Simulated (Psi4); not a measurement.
# [BCl2]+ (SMILES Cl[B+]Cl) at M06-L/cc-pVTZ

Aim: the vertical singlet–triplet gap of [BCl2]+ at M06-L/cc-pVTZ, from 2 runs. 

The calculation is run with Psi4 1.11.

1 further run of the same task is left out (set aside as unsound or not needed).

## Step 1: Starting point

The species is [BCl2]+ (3 atoms), meant as a singlet with charge +1. SMILES: `Cl[B+]Cl`. Geometry: relaxed at PBE0-D4/def2-TZVP.

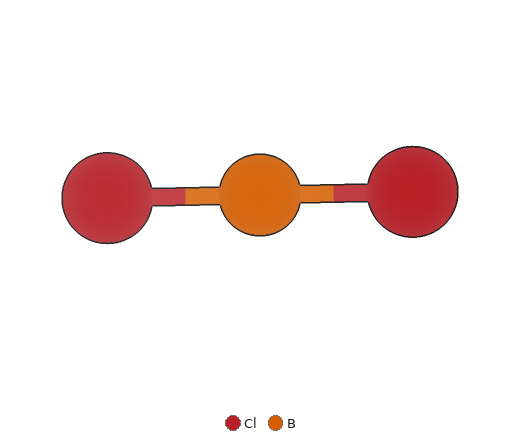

The structure, seen from a chosen angle (chlorine red, boron orange).

## Step 2: A single-point energy at M06-L/cc-pVTZ

The input, calc.in:

```
memory 2200 MB

molecule system {
  1 1
  Cl    -1.267920     0.785680    -0.605300
  B      0.000010     0.000020     0.000000
  Cl     1.267910    -0.785700     0.605290
  symmetry c1
  no_reorient
  no_com
}

set {
  basis                cc-pVTZ
  puream               true
  e_convergence        1e-09
  d_convergence        1e-08
  scf_type             pk
  dft_radial_points    99
  dft_spherical_points 590
}

result, w = energy("m06-l", return_wfn=True)
oeprop(w, "LOWDIN_CHARGES", "MULLIKEN_CHARGES", "MAYER_INDICES")
```

Started as:

```bash
$ psi4 -n 1 calc.in calc.out
```

calc.out:

```text
[...]
  Running in c1 symmetry.
[...]
  Nuclear repulsion =  103.386300936329633
[...]
  Multiplicity = 1
[...]
  Nalpha       = 19
  Nbeta        = 19
[...]
    Number of basis functions: 98
[...]
   @RKS iter   1:  -944.97968466579846    3.72762e-01   3.24923e-03 DIIS/ADIIS
[...]
   @RKS iter  10:  -945.02433621170155   -2.84217e-12   2.07930e-09 DIIS
[...]
    Orbital Energies [Eh]
    ---------------------
    Doubly Occupied:
       1A   -101.500584     2A   -101.500580     3A     -9.717183
       4A     -9.717183     5A     -7.423610     6A     -7.423608
       7A     -7.417255     8A     -7.417255     9A     -7.417255
      10A     -7.417255    11A     -7.048047    12A     -1.119513
      13A     -1.105770    14A     -0.744902    15A     -0.698541
      16A     -0.634611    17A     -0.634611    18A     -0.585627
      19A     -0.585627
[...]
  @RKS Final Energy:  -945.02433621170155
   => Energetics <=
    Nuclear Repulsion Energy =            103.3863009363296328
    One-Electron Energy =               -1498.6070173515918214
    Two-Electron Energy =                 510.5211313440928507
    DFT Exchange-Correlation Energy =     -60.3247511405322356
    Empirical Dispersion Energy =           0.0000000000000000
    VV10 Nonlocal Energy =                  0.0000000000000000
    Total Energy =                       -945.0243362117015522
[...]
 Multipole Moments:
 ------------------------------------------------------------------------------------
     Multipole            Electronic (a.u.)      Nuclear  (a.u.)        Total (a.u.)
 ------------------------------------------------------------------------------------
 L = 1.  Multiply by 2.5417464519 to convert [e a0] to [Debye]
 Dipole X            :          0.0002289           -0.0002268            0.0000021
 Dipole Y            :          0.0004649           -0.0004535            0.0000113
 Dipole Z            :          0.0003153           -0.0003213           -0.0000060
 Magnitude           :                                                    0.0000130
[...]
  Mulliken Charges: (a.u.)
   Center  Symbol    Alpha    Beta     Spin     Total
       1    CL     8.34096  8.34096  0.00000  0.31808
       2     B     2.31808  2.31808  0.00000  0.36384
       3    CL     8.34096  8.34096  0.00000  0.31808
   Total alpha = 19.00000, Total beta = 19.00000, Total charge =  1.00000
  Lowdin Charges: (a.u.)
   Center  Symbol    Alpha    Beta     Spin     Total
       1    CL     8.01240  8.01240  0.00000  0.97519
       2     B     2.97519  2.97519  0.00000 -0.95038
       3    CL     8.01241  8.01241  0.00000  0.97519
[...]
```

It took 16 s on 1 thread of Intel Xeon 6975P-C (Granite Rapids), shared host; peak memory 1.1 GiB.

## Step 3: The triplet: energy and gradient at UM06-L/cc-pVTZ

The input, bcl2.json:

```json
{
 "schema_name": "qcschema_input",
 "schema_version": 1,
 "molecule": {
  "schema_name": "qcschema_molecule",
  "schema_version": 2,
  "symbols": ["Cl", "B", "Cl"],
  "geometry": [-2.39602155, 1.48472002, -1.14385122, 1.89e-05, 3.779e-05, 0.0, 2.39600265, -1.48475782, 1.14383233],
  "molecular_charge": 1,
  "molecular_multiplicity": 3,
  "fix_symmetry": "c1"
 },
 "driver": "gradient",
 "model": {
  "method": "m06-l",
  "basis": "cc-pVTZ"
 },
 "keywords": {
  "reference": "uks",
  "puream": true,
  "e_convergence": 1e-09,
  "d_convergence": 1e-08,
  "scf_type": "pk",
  "dft_radial_points": 99,
  "dft_spherical_points": 590,
  "maxiter": 100
 }
}
```

Started as:

```bash
$ psi4 --qcschema bcl2.json -n 1 --memory 2200MB
```

stdout:

```text
[...]
  Running in c1 symmetry.
[...]
  Nuclear repulsion =  103.386300939243597
[...]
  Multiplicity = 3
[...]
  Nalpha       = 20
  Nbeta        = 18
[...]
    Number of basis functions: 98
[...]
   @UKS iter   1:  -944.68403640550480    6.68411e-01   4.48734e-03 DIIS/ADIIS
[...]
   @UKS iter  64:  -944.79012534514573   -2.38742e-12   1.75507e-09 DIIS
[...]
   @S^2 Observed:                2.006667996E+00
[...]
    Orbital Energies [Eh]
    ---------------------
    Alpha Occupied:
       1A   -101.531306     2A   -101.531301     3A     -9.743643
       4A     -9.743642     5A     -7.452722     6A     -7.452721
       7A     -7.447908     8A     -7.447907     9A     -7.441887
      10A     -7.441887    11A     -6.962163    12A     -1.139863
      13A     -1.127528    14A     -0.753409    15A     -0.706106
      16A     -0.666418    17A     -0.642337    18A     -0.623143
      19A     -0.603489    20A     -0.351103
    Alpha Virtual:
      21A     -0.308369    22A     -0.246321    23A     -0.084723
      24A     -0.076622    25A     -0.031188    26A     -0.000099
[...]
  @UKS Final Energy:  -944.79012534514573
   => Energetics <=
    Nuclear Repulsion Energy =            103.3863009392435970
    One-Electron Energy =               -1497.9714123486719473
    Two-Electron Energy =                 510.1085695273113743
    DFT Exchange-Correlation Energy =     -60.3135834630286425
    Empirical Dispersion Energy =           0.0000000000000000
    VV10 Nonlocal Energy =                  0.0000000000000000
    Total Energy =                       -944.7901253451457251
[...]
 Multipole Moments:
 ------------------------------------------------------------------------------------
     Multipole            Electronic (a.u.)      Nuclear  (a.u.)        Total (a.u.)
 ------------------------------------------------------------------------------------
 L = 1.  Multiply by 2.5417464519 to convert [e a0] to [Debye]
 Dipole X            :         -0.0000062           -0.0000192           -0.0000254
 Dipole Y            :          0.0000121           -0.0000033            0.0000088
 Dipole Z            :          0.0000020            0.0000005            0.0000025
 Magnitude           :                                                    0.0000270
[...]
  -Total Gradient:
     Atom            X                  Y                   Z
    ------   -----------------  -----------------  -----------------
       1        0.000002858189    -0.000000759687     0.057335040196
       2       -0.000008087815     0.000001118742    -0.000001382839
       3        0.000005237530    -0.000000348130    -0.057333658137
[...]
```

The result, in JSON:

```text
{
 "driver": "gradient",
 "model": {
  "method": "m06-l",
  "basis": "cc-pVTZ"
 },
 "success": true,
 "return_result": [2.8581887705173924e-06, -7.59686877873701e-07, 0.05733504019558866, -8.087814610900621e-06, 1.1187423362562175e-06, -1.3828389101217254e-06, 5.237530258134879e-06, -3.48129548945496e-07, -0.057333658137058596],
 "properties": {
  "calcinfo_nbasis": 98,
  "calcinfo_nmo": 98,
  "calcinfo_nalpha": 20,
  "calcinfo_nbeta": 18,
  "calcinfo_natom": 3,
  "nuclear_repulsion_energy": 103.3863009392436,
  "return_energy": -944.7901253451457,
  "return_gradient": [2.8581887705173924e-06, -7.59686877873701e-07, 0.05733504019558866, -8.087814610900621e-06, 1.1187423362562175e-06, -1.3828389101217254e-06, 5.237530258134879e-06, -3.48129548945496e-07, -0.057333658137058596],
  "scf_one_electron_energy": -1497.971412348672,
  "scf_two_electron_energy": 510.1085695273114,
  "scf_xc_energy": -60.31358346302864,
  "scf_dipole_moment": [-2.5412032965557618e-05, 8.759492691766949e-06, 2.5455776706803135e-06],
  "scf_total_energy": -944.7901253451457,
  "scf_total_gradient": [2.8581887705173924e-06, -7.59686877873701e-07, 0.05733504019558866, -8.087814610900621e-06, 1.1187423362562175e-06, -1.3828389101217254e-06, 5.237530258134879e-06, -3.48129548945496e-07, -0.057333658137058596],
  "scf_iterations": 64
 }
}
```

It took 1.8 min on 1 thread of Intel Xeon 6975P-C (Granite Rapids), shared host; peak memory 1.1 GiB.

## Step 4: Results

Level: M06-L/cc-pVTZ.

```
                                        quantity          value
                           singlet: total energy  -945.02434 Eh
                            singlet: HOMO energy      -15.94 eV
                            singlet: LUMO energy       -8.84 eV
                          singlet: HOMO–LUMO gap        7.10 eV
                           triplet: total energy  -944.79013 Eh
     triplet: HOMO energy (highest over α and β)       -9.55 eV
                                   triplet: ⟨S²⟩          2.007
               triplet: largest force on an atom     2.948 eV/Å
vertical energy of the triplet above the singlet       6.373 eV
```

In words: At this shape the triplet lies 6.37 eV (615 kJ/mol) above the singlet.
